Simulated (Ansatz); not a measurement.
Consider BN in the wurtzite structure (space group P6_3mc, No. 186; a = 2.5410 Å, c = 4.2033 Å). Axes: x lies along a and z along c of the hexagonal cell.

Modification: uniaxial strain ε_zz = −1.80 %, all other strain components held at zero, atoms relaxed at fixed cell.

Calculations: PBEsol, PAW, 420 eV (Ansatz, a quantum-chemistry and plane-wave program; without spin-orbit coupling).

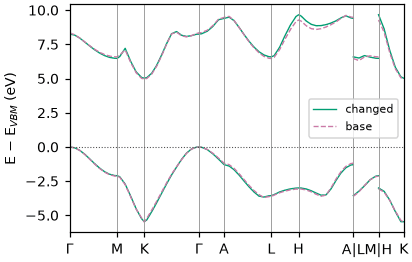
Figure. Highest valence and lowest conduction band along the path, each from its own valence-band maximum

Problem. From the figure, how large is the changed gap, and is it direct?

Solution. About 5.0 eV, indirect, Γ → K.

Gaps are read on the SCF mesh and a high-symmetry path. No phonon test of stability was made.
